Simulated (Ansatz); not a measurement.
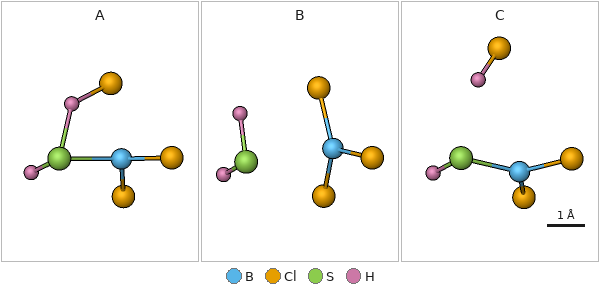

3 geometries from a converged minimum-energy path of BH2SCl3, made up at the start of BCl$_{3}$ and H2S, shuffled. A ball-and-stick model, seen from a free direction.

Theory: Ansatz 0.2.0, RKS PBE-D4/def2-SVP. Settings: 5 movable images; climbing image; force threshold 0.05 eV/Å; iteration limit 60; starting path through a guess of the saddle point.

Q: Which frame is the transition state?

A: A. In order along the path, whose images run from 0 to 6: B (image 1, +2.5 kJ/mol), A (image 3, +62.0 kJ/mol), C (image 6, +6.9 kJ/mol). Breaking: B–Cl (1.76 → 3.59 Å), H–S (1.36 → 2.43 Å). Forming: B–S (3.31 → 1.82 Å), Cl–H (3.01 → 1.31 Å).

Limits of the set-up: the start holds two separate molecules, 3.0 Å apart at their closest, whose relative position is a soft coordinate.

Cost: 2.7 min on 2 threads of Intel(R) Xeon(R) Platinum 8259CL CPU @ 2.50GHz (Skylake/Cascade Lake), on a shared host, peak memory 0.16 GiB.
